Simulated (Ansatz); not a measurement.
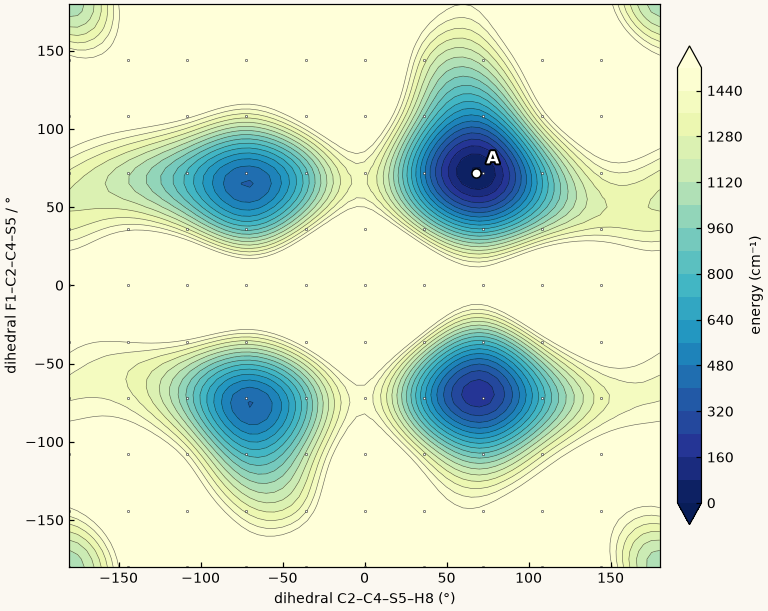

C₂H₃FSSe, SMILES FC(=[Se])CS. Coordinates scanned: (1) dihedral C2–C4–S5–H8; (2) dihedral F1–C2–C4–S5. Nothing is relaxed (all other coordinates rigid). The scan uses a 10 × 10 grid. All energies are given in cm⁻¹ relative to the lowest grid point. Theory: RKS PBE0-D4/def2-SVP in Ansatz 0.2.0.

The picture shows filled contours, dots at the grid points, one colour for all values above the top of the scale, the well A. Between grid points the surface is interpolated.

### Estimate the position of the minimum and the force constants in these coordinates. Take the well at A.

The interpolated minimum is at dihedral C2–C4–S5–H8 ≈ 68°, dihedral F1–C2–C4–S5 ≈ 72°. The curvatures there are about 0.5 eV/rad² and 0.53 eV/rad², with a cross term of about 0.04 eV/rad². Round the minimum the two coordinates are weakly coupled (coupling 0.08 in units of the two stiffnesses). (1 eV is 8066 cm⁻¹.)
